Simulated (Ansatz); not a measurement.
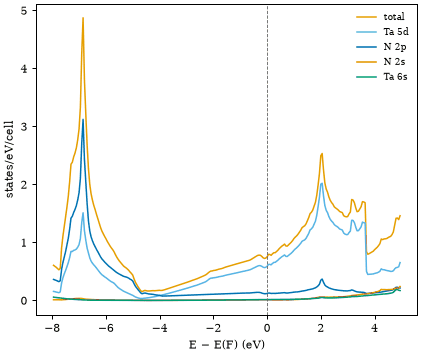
*Total and projected density of states of TaN (rock salt, space group No. 225), DFT-PBEsol in the program Ansatz with PAW potentials*

Problem. Which orbitals carry the states next to the Fermi level?

Solution. Within 0.5 eV of the Fermi level: Ta 5d 78 %, N 2p 16 %. Projections are on Löwdin-orthogonalised atomic valence shells; empty p or d shells of many metals are not among them.

Problem. Where is the tallest occupied peak in this window, and what makes it?

Solution. Near -6.8 eV, about 4.9 states/eV per cell; the largest projected share is N 2p.

Space group Fm-3m (rock salt). This is a known high-temperature phase of the composition, computed here at zero pressure and temperature. The cell was relaxed with PBEsol under the symmetry of its start; whether a distortion lowers the energy is not shown. The run is not spin-polarised. Spin–orbit coupling is left out wherever it is not named.

Potentials: the earlier of the program's two PAW sets. The files were generated under PBE; for other functionals the program regenerates the frozen cores, and for LDA and PBEsol the local potential too.
